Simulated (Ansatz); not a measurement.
## Electronic structure of C2H7NSi···C2H7N in real space

```yaml
atoms:
  - { symbol: Si, position_ang: [-0.5840, 0.5436, -0.7187] }
  - { symbol: N, position_ang: [0.9982, -0.0624, 1.7616] }
  - { symbol: C, position_ang: [0.2886, -0.4400, 2.9775] }
  - { symbol: H, position_ang: [-0.7291, -0.7702, 2.7192] }
  - { symbol: H, position_ang: [0.7914, -1.2472, 3.5596] }
  - { symbol: H, position_ang: [0.1967, 0.4416, 3.6390] }
  - { symbol: C, position_ang: [2.3868, 0.3273, 1.9753] }
  - { symbol: H, position_ang: [2.9954, -0.4409, 2.5075] }
  - { symbol: H, position_ang: [2.8623, 0.5460, 1.0055] }
  - { symbol: H, position_ang: [2.4136, 1.2504, 2.5826] }
  - { symbol: H, position_ang: [0.9134, -0.8046, 1.0360] }
  - { symbol: H, position_ang: [-1.6654, 0.8154, 0.3546] }
  - { symbol: N, position_ang: [-0.9876, -1.1650, -0.8725] }
  - { symbol: C, position_ang: [-2.0213, -1.9178, -0.1621] }
  - { symbol: H, position_ang: [-2.4890, -1.2804, 0.6081] }
  - { symbol: H, position_ang: [-2.8130, -2.2654, -0.8640] }
  - { symbol: H, position_ang: [-1.5903, -2.8216, 0.3235] }
  - { symbol: C, position_ang: [-0.3262, -1.9836, -1.8936] }
  - { symbol: H, position_ang: [-1.0599, -2.3536, -2.6395] }
  - { symbol: H, position_ang: [0.4326, -1.3845, -2.4213] }
  - { symbol: H, position_ang: [0.1678, -2.8711, -1.4469] }
```

Not at a stationary point (largest force 0.9 eV/Å).

All numbers below come from Ansatz 0.2.0, RKS PBE/6-31G*.

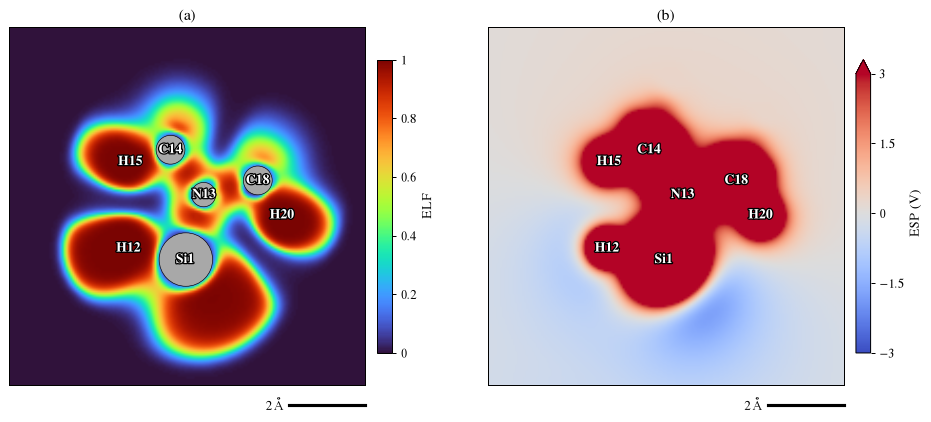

Figure 1. (a) ELF; (b) electrostatic potential on the plane of atoms Si1, N13 and C18. Grey discs cover the atomic cores in the ELF map.

Q: Describe what can be read from this map.

A:
- Atoms in the plane: Si, H, N and C.
- C–N (1.46 Å): the ELF peaks at about 0.90 between the atoms (a shared electron pair).
- Si–N (1.76 Å): the ELF peaks at about 0.90 between the atoms (a shared but strongly polarised pair).
- C–H (1.10 Å): the ELF climbs to about 1 towards the hydrogen, as it does in any bond to H (an ordinary covalent bond to hydrogen).
- Si–H (1.55 Å): the ELF climbs to about 1 towards the hydrogen.
- The ELF also peaks beside Si1, away from the bonds: lone-pair regions.
- Outside the dense part of the complex the potential is most negative (−1.7 V) near Si1.

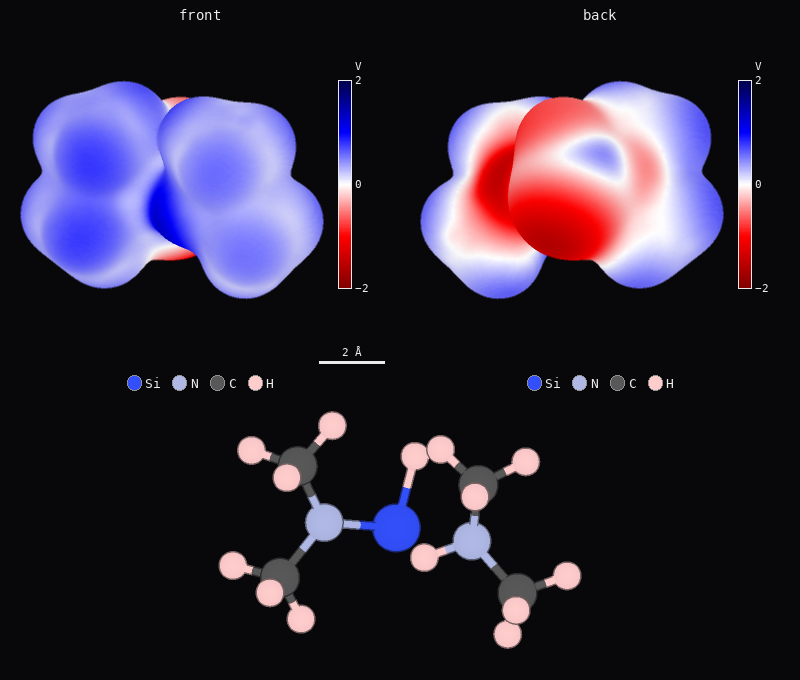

Figure 2. The electrostatic potential painted on the density surface at 0.002 e/bohr³, seen from the front and from behind; red is negative and blue positive. The bare structure is drawn below in the same view.

Q: Where is the surface potential most negative and most positive?

A: The most negative region (about −1.5 V, or −35 kcal/mol for a unit charge) lies over Si1 and N2, the most positive (about +1.2 V, or +28 kcal/mol for a unit charge) over H11.

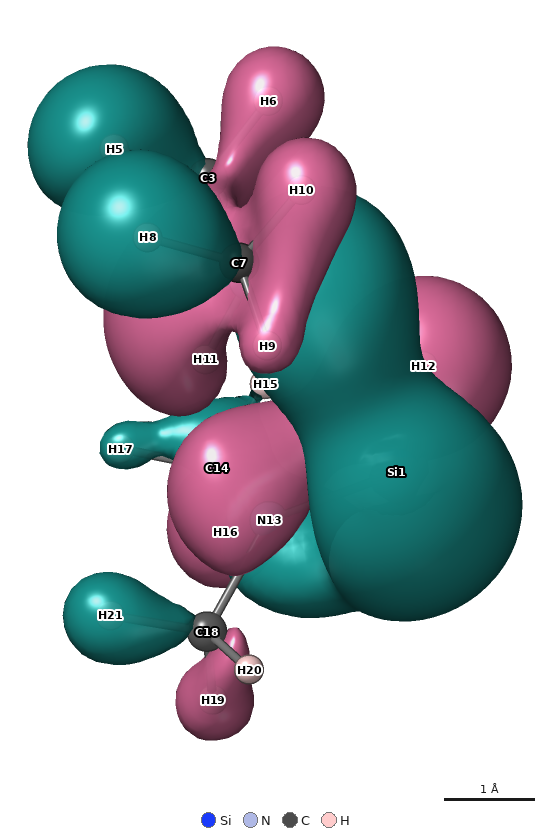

Figure 3. The HOMO−1 at ±0.06 Å⁻³ᐟ² (teal and pink are the two phases), seen at an oblique angle.

Q: Where does this orbital lie, and at what energy?

A: Its weight (Hirshfeld) is mainly on N2 (about 40 %), Si1 (about 15 %) and N13 (about 10 %). Its energy is −5.06 eV.
